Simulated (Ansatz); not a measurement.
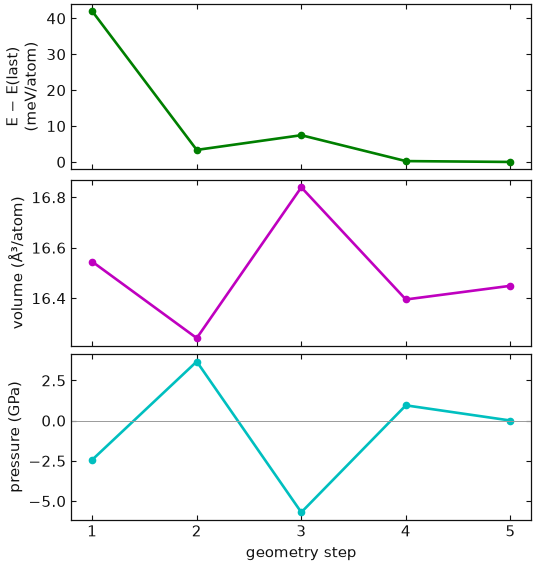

History of a geometry optimisation. Atoms and cell relax. A closing SCF on a freshly chosen basis isn't drawn.

MoW2 (P6/mmm, 3 atoms in the cell); DFT PBE, scalar-relativistic, plane waves, PAW in Ansatz 0.2.0; cutoff 420 eV, 6×6×6 k-mesh, Gaussian smearing of 0.1 eV.

**How did it end, and what did it gain?**

The optimisation met its thresholds at geometry 5, counting the start as the first. The energy fell by about 42 meV/atom from the first step to the last. Step 3 went uphill and was rejected by the line search. All forces vanish by symmetry, so only the cell moves.

**What happens to the cell?**

The volume shrinks from 16.54 to 16.45 Å³ per atom (−0.6 %), overshooting to 16.24 at step 2, as the pressure goes from −2.4 GPa to about 0 GPa. The start was expanded.
